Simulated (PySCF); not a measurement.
Input file:

```
{"job": {"kind": "nmr", "xc": "PBE0", "basis": "pcSseg-1", "pop": false}, "charge": 0, "multiplicity": 1}
C     -0.076200    -1.683800     1.566800
Si    -0.348300    -0.328800     0.204400
C     -1.616400    -0.409300    -1.197900
C     -0.750700     1.322000     1.033300
O      1.114000    -0.214400    -0.488800
Si     2.634100     0.202100    -0.674100
H      0.342200    -2.649300     1.171300
H     -0.976500    -1.871400     2.178700
H      0.623700    -1.259500     2.309600
H     -2.491400     0.173200    -0.856300
H     -1.262200    -0.023100    -2.118500
H     -2.019400    -1.389800    -1.468800
H     -1.023000     2.046000     0.269500
H     -1.584400     1.276200     1.725100
H      0.131500     1.585400     1.626400
H      2.691400     1.288100    -1.633000
H      3.316800    -1.049100    -1.044900
H      3.122700     0.852200     0.540600
```

Run with:

```sh
OMP_NUM_THREADS=1 python probes_run.py task.json out
```

Geometry: GFN2-xTB, MD frame at 250 fs, 300 K.

Theory: PySCF, PBE0/pcSseg-1, SCF density, gas phase, non-relativistic.

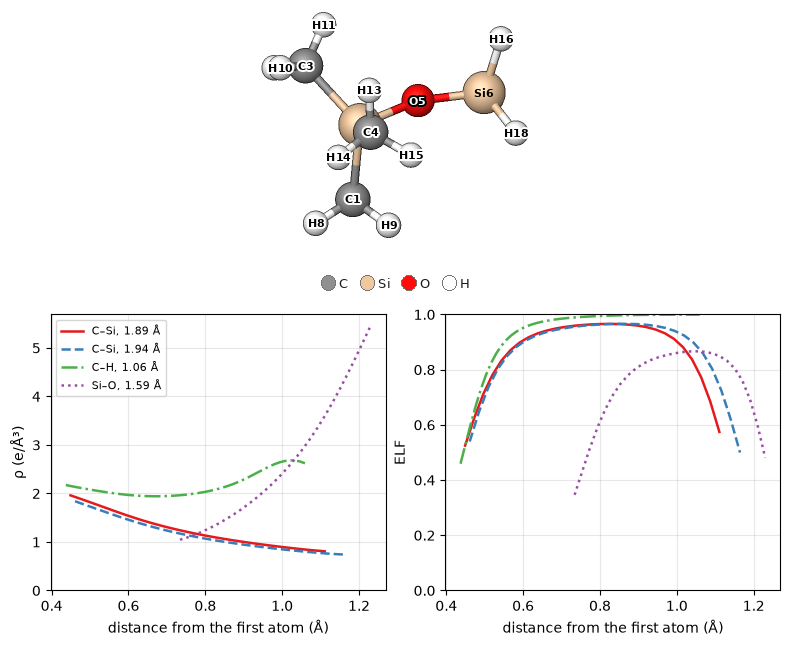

C$_{3}$H$_{12}$OSi$_{2}$ (SMILES C[Si](C)(C)O[SiH3]). Electron density and electron localisation function along straight lines between neighbouring atoms. The curves leave out the atomic cores. The structure is drawn too.

Compare the contacts.

Answer. C–Si (1.89 Å): ρ at the midpoint is about 0.95 e/Å³; the ELF peaks at about 0.95 between the atoms: a covalent bond.
C–Si (1.94 Å): ρ is about 0.87 e/Å³ halfway; the ELF peaks at about 0.95 between the atoms, as expected for a covalent bond.
C–H (1.06 Å): ρ at the midpoint is about 2 e/Å³; the ELF climbs to about 1 towards the hydrogen, as it does in any bond to H (a covalent bond by its length).
Si–O (1.59 Å): the density is about 1.2 e/Å³ at the midpoint; the ELF peaks at about 0.85 between the atoms, as expected for a polar covalent bond.
